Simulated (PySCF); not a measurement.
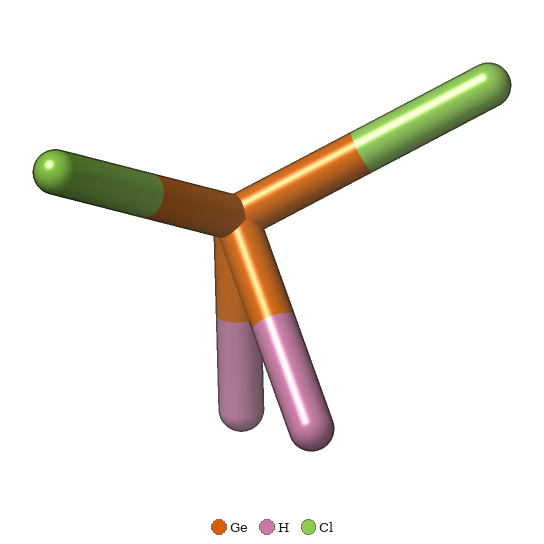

The computed structure is the end point of a PBE0-D4/def2-TZVP saddle-point search. Properties computed with RHF-CCSD(T), frozen core/def2-TZVPP, density fitting (PySCF 2.14.0).

Computed properties:

The species is Cl₂GeH₂.
- T1 diagnostic: 0.013
